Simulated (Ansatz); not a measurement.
## Phonons of NaMgF3 (Neighborite, Pm-3m) against volume

Does NaMgF3 (Neighborite, Pm-3m) expand much on heating, by its phonons?

Main program and level: Ansatz 0.2.0; DFT PBEsol, scalar-relativistic, plane waves, PAW; PAW set soft_1.

The database entry behind the starting cell lists a temperature of 1273 K, so it need not match the best structure at ambient conditions.

## Step 1: The structure

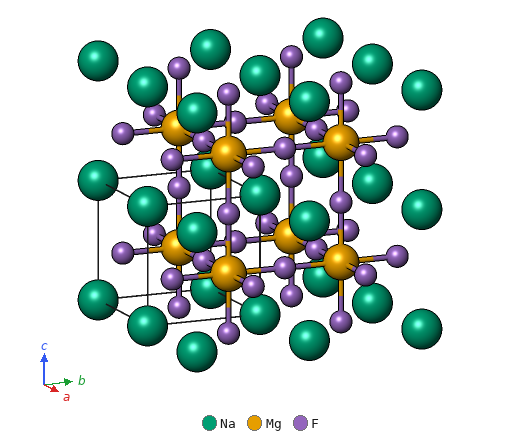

The starting structure, seen slightly off an axis (sodium teal, magnesium orange, fluorine purple). 2×2×2 cells are drawn. Some periodic images of atoms are drawn too.

Structure file:

```cif
data_structure
_symmetry_space_group_name_H-M 'P 1'
_symmetry_Int_Tables_number 1
_cell_length_a 3.9078
_cell_length_b 3.9078
_cell_length_c 3.9078
_cell_angle_alpha 90.000
_cell_angle_beta 90.000
_cell_angle_gamma 90.000
_cell_volume 59.68
loop_
_atom_site_label
_atom_site_type_symbol
_atom_site_fract_x
_atom_site_fract_y
_atom_site_fract_z
_atom_site_occupancy
Na1 Na 0.00000 0.00000 0.00000 1
Mg2 Mg 0.50000 0.50000 0.50000 1
F3 F 0.50000 0.50000 0.00000 1
F4 F 0.00000 0.50000 0.50000 1
F5 F 0.50000 0.00000 0.50000 1
```

## Step 2: The dispersion

The cell comes from relaxations at this level that are not shown. Stability and thermal properties need the whole zone. Linear response on a 4×4×4 q mesh gives force constants as far as a supercell of that size would, and the tensors from the zone-centre run are typed in so that the long-range dipole term is interpolated apart.

Input file input.yaml:

```yaml
crystal:
  lattice:
    - [3.9078370852, 0.0, 0.0]
    - [0.0, 3.9078370852, 0.0]
    - [0.0, 0.0, 3.9078370852]
  atoms:
    - { symbol: Na, position: [0.0, 0.0, 0.0] }
    - { symbol: Mg, position: [0.5, 0.5, 0.5] }
    - { symbol: F, position: [0.5, 0.5, 0.0] }
    - { symbol: F, position: [0.0, 0.5, 0.5] }
    - { symbol: F, position: [0.5, 0.0, 0.5] }
kpoints:
  mp_grid: { grid: [8, 8, 8] }
hamiltonian:
  xc: pbesol
  pseudopotentials: { kind: paw, azcp: { folder: soft_1 }, xc_functional: pbe }
scf:
  occupations: { method: fixed }
output:
  eigenvalues: true
phonons:
  method: dfpt
  qmesh: [4, 4, 4]
  temperatures: { t_max: 1000, t_step: 50 }
  qpath:
    path:
      - [[0.0, 0.0, 0.0], [0.0, 0.5, 0.0], [0.5, 0.5, 0.0], [0.0, 0.0, 0.0], [0.5, 0.5, 0.5], [0.0, 0.5, 0.0]]
      - [[0.5, 0.5, 0.5], [0.5, 0.5, 0.0]]
    npoints: 10
  non_analytic_term:
    high_frequency_dielectric_tensor: [[1.9595, 0.0, 0.0], [0.0, 1.9595, 0.0], [0.0, 0.0, 1.9595]]
    born_effective_charges:
      - { species: Na, tensor: [[1.142, 0.0, 0.0], [0.0, 1.142, 0.0], [0.0, 0.0, 1.142]] }
      - { species: Mg, tensor: [[1.9154, 0.0, 0.0], [0.0, 1.9154, 0.0], [0.0, 0.0, 1.9154]] }
      - { species: F, tensor: [[-0.8866, 0.0, 0.0], [0.0, -0.8866, 0.0], [0.0, 0.0, -1.2842]] }
      - { species: F, tensor: [[-1.2842, 0.0, 0.0], [0.0, -0.8866, 0.0], [0.0, 0.0, -0.8866]] }
      - { species: F, tensor: [[-0.8866, 0.0, 0.0], [0.0, -1.2842, 0.0], [0.0, 0.0, -0.8866]] }
    source: "zone-centre run at this cell"
```

Command:

```console
> ansatz run input.yaml --threads 4 --pin off --max-ram 10240MiB --backend cpu --events-out ev --progress --plain --runs-dir out
```

Numbers of over 12 decimals in the logs are rounded to 6 here.

The program printed:

```text
Engine: ansatz 0.2.0, x86_64-unknown-linux-gnu
Pseudopotentials: kind: paw
Pseudopotential: Na, paw, valence charge 9, recommended cutoff 420 eV (normal), soft_1/Na.paw.azcp
Pseudopotential: Mg, paw, valence charge 10, recommended cutoff 420 eV (normal), soft_1/Mg.paw.azcp
Pseudopotential: F, paw, valence charge 7, recommended cutoff 420 eV (normal), soft_1/F.paw.azcp
Functional definition: PBEsol
  exchange = pbesol_x
  correlation = pbesol_c
Crystal: 5 atoms, lattice volume = 59.677 Å³
Basis set: ecut = 420 eV, 1189 PW (Γ), exchange–correlation on 54×54×54 points (8 copies of the dense FFT grid, shifted against one another)
Bands: 25, of which v1, the nominal top of the filled ones, is band 20 counted from 1 (19 counted from 0)
Symmetry: 48 space group operations
k-points: 35 of 512
Non-local potential: Na, projectors of the file, l = 0: 3, l = 1: 2, l = 2: 1
Non-local potential: Mg, projectors of the file, l = 0: 3, l = 1: 2, l = 2: 1
Non-local potential: F, projectors of the file, l = 0: 2, l = 1: 2, l = 2: 1
PAW form: soft (Blöchl's): semilocal exchange-correlation on the pseudo side does not see the compensation charge
PAW frozen core: Na, regenerated for the run's functional, and the local potential with it (the file was generated under x = pbe(κ = 0.804, μ = 0.219515), c = pbe(β = 0.066725))
PAW frozen core: Mg, regenerated for the run's functional, and the local potential with it (the file was generated under x = pbe(κ = 0.804, μ = 0.219515), c = pbe(β = 0.066725))
PAW frozen core: F, regenerated for the run's functional, and the local potential with it (the file was generated under x = pbe(κ = 0.804, μ = 0.219515), c = pbe(β = 0.066725))
PAW one-centre angular grid: Na, 110 points (default); XC on 64 Gauss nodes
PAW one-centre angular grid: Mg, 110 points (default); XC on 64 Gauss nodes
PAW one-centre angular grid: F, 110 points (default); XC on 64 Gauss nodes
Initial density: superposition of atomic densities (chi_scale 0.1, normalization cell, long waves kept (reshape's long-wave potential 0.01 eV rms))
Initial wavefunctions: pseudopotential atomic-orbital guess
Functional: x = pbesol(κ = 0.804, μ = 0.123457), c = pbesol(β = 0.046)
SCF iter   1: F=—  HF=-5800.307128 eV  |F-HF|=—  |Δ(HF+E_count)|=         —  Δρ=1.49e-1  dr2=9.08e0  ethr=3.10e-3  ⟨swp⟩=4.9  Hψ=3725  notcnv=0  defer=86
preconditioner: auto → Resta (q_TF=auto, 2.552 Å⁻¹)  ε∞=3.1  [insulator: Δε(μ)=3.547 eV  Ē_g=16.442 eV  n_scr=18 (ndim 8)  ℏωp=23.5 eV  f_vac=0.000  ε∞_Penn≈3.1]
SCF iter   2: F=—  HF=-5797.178034 eV  |F-HF|=—  |Δ(HF+E_count)|=    3.13e0  Δρ=5.22e-2  dr2=1.28e0  ethr=3.10e-3  ⟨swp⟩=3.0  Hψ=2047  notcnv=0  defer=87
SCF iter   3: F=—  HF=-5796.889275 eV  |F-HF|=—  |Δ(HF+E_count)|=   2.89e-1  Δρ=2.19e-2  dr2=3.19e-1  ethr=3.10e-3  ⟨swp⟩=2.3  Hψ=1477  notcnv=0  defer=68
SCF iter   4: F=—  HF=-5796.809155 eV  |F-HF|=—  |Δ(HF+E_count)|=   8.01e-2  Δρ=5.25e-3  dr2=1.75e-2  ethr=7.97e-4  ⟨swp⟩=2.5  Hψ=1377  notcnv=0  defer=87
SCF iter   5: F=—  HF=-5796.808493 eV  |F-HF|=—  |Δ(HF+E_count)|=   6.62e-4  Δρ=1.52e-3  dr2=7.15e-4  ethr=4.39e-5  ⟨swp⟩=2.0  Hψ=1483  notcnv=0  defer=95
SCF iter   6: F=—  HF=-5796.809334 eV  |F-HF|=—  |Δ(HF+E_count)|=   8.41e-4  Δρ=2.03e-4  dr2=1.45e-5  ethr=1.79e-6  ⟨swp⟩=2.0  Hψ=1575  notcnv=0  defer=97
SCF iter   7: F=—  HF=-5796.809340 eV  |F-HF|=—  |Δ(HF+E_count)|=   6.39e-6  Δρ=4.92e-5  dr2=1.32e-6  ethr=3.62e-8  ⟨swp⟩=2.0  Hψ=1443  notcnv=0  defer=87
SCF iter   8: F=—  HF=-5796.809343 eV  |F-HF|=—  |Δ(HF+E_count)|=   2.68e-6  Δρ=1.41e-5  dr2=1.10e-7  ethr=3.31e-9  ⟨swp⟩=2.0  Hψ=1574  notcnv=0  defer=41
SCF iter   9: F=—  HF=-5796.809343 eV  |F-HF|=—  |Δ(HF+E_count)|=   6.42e-8  Δρ=2.95e-6  dr2=4.12e-9  ethr=2.74e-10  ⟨swp⟩=2.1  Hψ=1476  notcnv=0  defer=41
SCF iter  10: F=—  HF=-5796.809343 eV  |F-HF|=—  |Δ(HF+E_count)|=  5.85e-10  Δρ=1.14e-6  dr2=4.51e-10  ethr=1.03e-11  ⟨swp⟩=2.0  Hψ=1388  notcnv=0  defer=41
SCF iter  11: F=—  HF=-5796.809343 eV  |F-HF|=—  |Δ(HF+E_count)|=  1.09e-10  Δρ=2.14e-7  dr2=1.78e-11  ethr=1.13e-12  ⟨swp⟩=2.0  Hψ=1540  notcnv=0  defer=41
SCF iter  12: F=-5796.809343 eV  HF=-5796.809343 eV  |F-HF|=0.00e0  |Δ(HF+E_count)|=  2.09e-11  Δρ=5.31e-8  dr2=1.37e-12  ethr=1.00e-12  ⟨swp⟩=11.1  Hψ=4866  notcnv=0
SCF 1 converged in 12 iterations: F = -5796.809343 eV  dr2 = 1.37e-12
  greatest PAW one-centre occupation: 1.000 electrons in one spin orbital (limit 2), on the Mg atom at site 1 (counted from 0), in its partial waves of l = 0
NSCF: frozen V_eff on 35 k-points
NSCF: frozen V_eff on 125 k-points
DFPT response loops at q = (0, 0, 0) (fractional): preconditioner auto → none (the input reference at scf.mixing.eps_inf says where Resta's filter doesn't serve); β = 0.50; Broyden in place of MSR1
NSCF: frozen V_eff on 400 k-points
DFPT response loops at q = (0, 0, 0.25) (fractional): mixed as the last ones told, above
NSCF: frozen V_eff on 250 k-points
DFPT response loops at q = (0, 0, -0.5) (fractional): preconditioner auto → Resta (q_TF=auto, 2.552 Å⁻¹)  ε∞=3.2 (no band partly filled); β = 1.00, the filter's whole step (`scf.mixing.beta` (0.50) is not read by the response loops at its default; to damp them type it under 1.00, their step now; it binds the ground state too); Broyden in place of MSR1
NSCF: frozen V_eff on 640 k-points
DFPT response loops at q = (0, 0.25, 0.25) (fractional): preconditioner auto → none (the input reference at scf.mixing.eps_inf says where Resta's filter doesn't serve); β = 0.50; Broyden in place of MSR1
NSCF: frozen V_eff on 400 k-points
DFPT response loops at q = (0, 0.25, -0.5) (fractional): mixed as the last ones told, above
NSCF: frozen V_eff on 250 k-points
DFPT response loops at q = (0, -0.5, -0.5) (fractional): mixed as the last ones told, above
NSCF: frozen V_eff on 1024 k-points
DFPT response loops at q = (0.25, 0.25, 0.25) (fractional): mixed as the last ones told, above
NSCF: frozen V_eff on 640 k-points
DFPT response loops at q = (0.25, 0.25, -0.5) (fractional): mixed as the last ones told, above
NSCF: frozen V_eff on 400 k-points
DFPT response loops at q = (0.25, -0.5, -0.5) (fractional): mixed as the last ones told, above
NSCF: frozen V_eff on 250 k-points
DFPT response loops at q = (-0.5, -0.5, -0.5) (fractional): mixed as the last ones told, above
SCF converged after 12 iterations
Free energy (F): -5796.809343 eV
Harris-Foulkes:  -5796.809343 eV  (|F-HF|=0.00e0)
Internal energy: -5796.809343 eV  (E = F + TS)
E sigma→0 (E₀):  -5796.809343 eV
Fermi energy:    1.651201 eV
--- Per-component energies (eV) ---
  E_band       = -656.091981
  E_kinetic    = 780.431216
  E_local      = -4717.438480  (includes V_loc(G=0)·N_el)
  E_nonlocal   = 736.205577
  E_hartree    = 1639.956731
  E_xc         = -292.879184
  E_vxc        = -378.268615  (∫ρ·V_xc dr)
  E_paw        = -1167.322683  (= ΣΔE_a)
  E_vpaw       = -356.936640  (= ΣTr[D̂ρ^β])
  E_aug_tail   = 0.001554  (compensation charges beyond the density's cutoff)
  E_ewald      = -2776.004959
  E_core_change = 0.240884  (= ΣΔE_core)
  E_smearing   = -0.000000  (= −TS)
  E_closure    = -0.000000  (closes the sum)
  Σ components = -5796.809343   (vs F -5796.809343, Δ=0.00e0)
--- Band table (eV; the first three rows and the last of 35) ---
  k-point 0: bands = [... 16 lower, 0.9751, 1.1979, 1.1979, 1.1979, 7.6423, 15.1387, 15.1387, 15.2019, ... 1 higher]
  k-point 1: bands = [... 16 lower, 0.9434, 1.0263, 1.1714, 1.1714, 7.9139, 14.5094, 15.3314, 15.3749, ... 1 higher]
  k-point 2: bands = [... 16 lower, 0.8153, 0.8678, 1.1350, 1.1350, 8.6397, 13.3595, 15.8345, 15.8714, ... 1 higher]
  k-point 34: bands = [... 16 lower, 0.4703, 1.6512, 1.6512, 1.6512, 12.0585, 14.5518, 14.5518, 14.5518, ... 1 higher]
--- Phonons (Γ-DFPT): 4 representative perturbations + reference (Σ response iterations 13) ---
  ASR residual: 1.260e-3 → 0.000e0 eV/Å²; symmetrization residual: 1.785e-6 eV/Å²
  ASR residual per site (eV/Å²): 2.43e-4 1.26e-3 6.99e-4 6.99e-4 6.99e-4
  Γ frequencies (cm⁻¹): -50.41 -50.41 -50.41 0.00 0.00 0.00 129.40 129.40 129.40 283.56 283.56 283.56 538.56 538.56 538.56
--- Phonons (arbitrary-q DFPT): 10 irreducible q on the 4×4×4 mesh ---
  q = [0.0000, 0.0000, 0.0000] (star 1, of the zone-centre solve; hermiticity 2.52e-7, symmetrization 9.11e-13): -50.41 -50.41 -50.41 -0.00 -0.00 0.00 129.40 129.40 129.40 283.56 283.56 283.56 538.56 538.56 538.56
  q = [0.0000, 0.0000, 0.2500] (star 6, 9 solved perturbations in 1560 linear systems a pass and spin channel, the states on 200 of 512 k-point pairs; hermiticity 2.79e-7, symmetrization 1.85e-13): -42.28 -42.28 61.87 61.87 124.13 136.99 144.43 144.43 192.18 271.40 271.40 371.11 537.67 537.67 587.30
  q = [0.0000, 0.0000, -0.5000] (star 3, 9 solved perturbations in 975 linear systems a pass and spin channel, the states on 125 of 512 k-point pairs; hermiticity 2.50e-7, symmetrization 3.36e-13): -30.99 -30.99 75.51 75.51 143.96 160.62 172.72 172.72 214.01 252.87 252.87 472.60 498.29 536.79 536.79
  q = [0.0000, 0.2500, 0.2500] (star 12, 9 solved perturbations in 2460 linear systems a pass and spin channel, the states on 320 of 512 k-point pairs; hermiticity 3.34e-7, symmetrization 6.63e-14): -47.98 -29.96 59.09 92.40 101.43 140.18 147.38 173.79 217.66 259.37 343.89 367.90 496.88 536.81 590.52
  q = [0.0000, 0.2500, -0.5000] (star 12, 15 solved perturbations on 200 of 512 k-point pairs; hermiticity 3.87e-7, symmetrization 2.56e-14): -66.00 9.96 36.54 77.53 118.55 158.04 168.15 189.67 240.39 254.70 341.00 452.55 460.54 535.94 552.81
  q = [0.0000, -0.5000, -0.5000] (star 3, 9 solved perturbations in 975 linear systems a pass and spin channel, the states on 125 of 512 k-point pairs; hermiticity 2.76e-7, symmetrization 1.08e-13): -122.00 -20.79 -20.79 35.98 163.03 163.03 194.65 194.65 217.85 279.90 407.44 448.46 448.46 523.45 535.08
  q = [0.2500, 0.2500, 0.2500] (star 8, 4 solved perturbations in 1376 linear systems a pass and spin channel, the states on 512 of 512 k-point pairs; hermiticity 2.43e-7, symmetrization 2.01e-13): -39.03 -39.03 35.52 61.50 61.50 91.98 213.72 213.72 220.84 330.79 330.79 365.50 496.06 496.06 594.80
  q = [0.2500, 0.2500, -0.5000] (star 12, 9 solved perturbations in 2460 linear systems a pass and spin channel, the states on 320 of 512 k-point pairs; hermiticity 2.63e-7, symmetrization 5.16e-13): -69.38 -58.26 17.00 42.20 65.62 80.81 214.76 249.23 258.29 311.70 340.16 442.05 448.59 495.24 571.48
  q = [0.2500, -0.5000, -0.5000] (star 6, 9 solved perturbations in 1560 linear systems a pass and spin channel, the states on 200 of 512 k-point pairs; hermiticity 2.67e-7, symmetrization 1.68e-13): -122.43 -60.42 -60.42 36.69 56.70 56.70 254.44 254.44 280.63 307.59 407.08 436.26 436.26 469.12 558.06
  q = [-0.5000, -0.5000, -0.5000] (star 1, 4 solved perturbations in 350 linear systems a pass and spin channel, the states on 125 of 512 k-point pairs; hermiticity 2.14e-7, symmetrization 3.62e-13): -122.85 -122.85 -122.85 35.93 35.93 35.93 281.50 281.50 281.50 406.73 406.73 423.25 423.25 423.25 547.22
  sum rule: each row above includes the acoustic sum rule's correction from the zone centre's row sums; it moved no ω² by more than (3.76 cm⁻¹)²
  mesh force constants: q→R imaginary residual 7.91e-19; ASR residual 1.260e-3 → 0.000e0 eV/Å²; symmetrization residual 5.329e-15 eV/Å²
  interpolated dispersion: 63 rows × 15 modes
  density of states and harmonic sums: on the 16×16×16 q-mesh, interpolated from the force constants of a 4×4×4 supercell (with the dipole–dipole term of supplied tensors)
  largest difference from the sums on the solved wave vectors: F 6.20e-2 eV, S 7.50e-5 and C_V 1.79e-5 eV/K
  zero-point energy: 0.219379 eV/cell   skipped modes (ω ≤ 0): 371, of them read as no rigid motion or as one in doubt: 368 (2.181e0 modes/cell left out, lowest -122.85 cm⁻¹)   left out of the sums: 1.45e-1 of the cell's modes: C_V's classical limit lies that fraction below 3 k_B per atom; for a crystal, a wire or a layer, F and S can be off by more, and a phonons.interpolated_qmesh denser along its periods is the remedy for the sampling
```

It took 5.6 min on 4 threads of Intel Xeon Platinum 8488C (Sapphire Rapids), shared host; peak memory 1.9 GiB; 22 min of CPU time.

This step gave:

```yaml
gap_on_the_k_mesh: 5.991 eV
volume_per_atom: 11.94 Å³
sum_rule_residual_before_enforcement: 0.001260 eV/Å²
lowest_frequency_on_the_path: -122.8 cm⁻¹
point_group: m-3m
highest_frequency_on_the_path_or_at_a_solved_wavevector: 623.7 cm⁻¹
highest_optical_mode_at_the_zone_centre_no_lo_to_term: 538.6 cm⁻¹
lowest_optical_zone_centre_mode: -50.41 cm⁻¹
lowest_mode_on_the_q_mesh_acoustic_modes_at_gamma_apart: -122.8 cm⁻¹
```

Frequencies (cm⁻¹) solved at each irreducible wavevector; negative means imaginary. Frequencies by wavevector, by row:

```
q in reciprocal lattice units  star  mode 1  mode 2  mode 3  mode 4  mode 13  mode 14  mode 15
                        0 0 0     1   -50.4   -50.4   -50.4       0    538.6    538.6    538.6
                     0 0 0.25     6   -42.3   -42.3    61.9    61.9    537.7    537.7    587.3
                     0 0 -0.5     3     -31     -31    75.5    75.5    498.3    536.8    536.8
                  0 0.25 0.25    12     -48     -30    59.1    92.4    496.9    536.8    590.5
                  0 0.25 -0.5    12     -66      10    36.5    77.5    460.5    535.9    552.8
                  0 -0.5 -0.5     3    -122   -20.8   -20.8      36    448.5    523.5    535.1
               0.25 0.25 0.25     8     -39     -39    35.5    61.5    496.1    496.1    594.8
               0.25 0.25 -0.5    12   -69.4   -58.3      17    42.2    448.6    495.2    571.5
               0.25 -0.5 -0.5     6  -122.4   -60.4   -60.4    36.7    436.3    469.1    558.1
               -0.5 -0.5 -0.5     1  -122.8  -122.8  -122.8    35.9    423.2    423.2    547.2
```

Symmetry leaves 10 wavevectors to solve. The lowest mode among them, the acoustic zeros apart, lies at q = (-0.5, -0.5, -0.5) and is imaginary, 122.8i cm⁻¹, so the energy falls along it.

## Step 3: Relaxing at another volume, volume ratio 0.97

The volume is scaled by 0.97 and held; symmetry leaves nothing to relax, so this is a single point. The modes can then be followed against volume.

input.yaml, the sections that differ from step 2:

```yaml
crystal:
  lattice:
    - [3.8683612843, 0.0, 0.0]
    - [0.0, 3.8683612843, 0.0]
    - [0.0, 0.0, 3.8683612843]
  atoms:
    - { symbol: Na, position: [0.0, 0.0, 0.0] }
    - { symbol: Mg, position: [0.5, 0.5, 0.5] }
    - { symbol: F, position: [0.5, 0.5, 0.0] }
    - { symbol: F, position: [0.0, 0.5, 0.5] }
    - { symbol: F, position: [0.5, 0.0, 0.5] }
output:
  forces: true
  stress: true
  eigenvalues: true
# kpoints, hamiltonian, scf: as in step 2
# phonons: removed
```

The program printed:

```text
[...]
Crystal: 5 atoms, lattice volume = 57.887 Å³
Basis set: ecut = 420 eV, 1141 PW (Γ), exchange–correlation on 54×54×54 points (8 copies of the dense FFT grid, shifted against one another)
Bands: 25, of which v1, the nominal top of the filled ones, is band 20 counted from 1 (19 counted from 0)
Symmetry: 48 space group operations
[...]
k-points: 35 of 512
[...]
--- Band table (eV; the first three rows and the last of 35) ---
  k-point 0: bands = [... 16 lower, 1.2081, 1.4534, 1.4534, 1.4534, 8.0482, 15.5216, 15.5216, 15.8485]
  k-point 1: bands = [... 16 lower, 1.1743, 1.2756, 1.4253, 1.4253, 8.3252, 14.9567, 15.7203, 15.9845]
  k-point 2: bands = [... 16 lower, 1.0410, 1.0937, 1.3851, 1.3851, 9.0645, 13.8296, 16.2384, 16.4787]
  k-point 34: bands = [... 16 lower, 0.7057, 1.9157, 1.9157, 1.9157, 12.4706, 15.0507, 15.0507, 15.0507]
[key lines of the parts left out:]
SCF converged after 8 iterations
Free energy (F): -5796.796159 eV
Fermi energy:    1.915750 eV
P = ⅓ Tr σ = 2.4076 GPa (24.076 kbar)
```

Elapsed: 0.68 s, on 4 threads; peak memory 0.48 GiB; 2.1 s of CPU time.

This step gave:

```yaml
pressure: 2.408 GPa
gap_on_the_k_mesh: 6.132 eV
volume_per_atom: 11.58 Å³
direct_gap_on_mesh: 6.595 eV
```

At this level the gap is 6.13 eV on the k-mesh of the self-consistent run, which can miss the band edges.

(Continued in part 2 of 2.)

[Logs are printed without paths, hosts, clocks, repeated set-up lines and the standing remarks that a program may print on its own settings, such as how far it seeks lower states.]

[Hosts, paths, dates, database ids (printed as entryN), source tags and the programs' standing remarks are cut or masked in the printed files.]
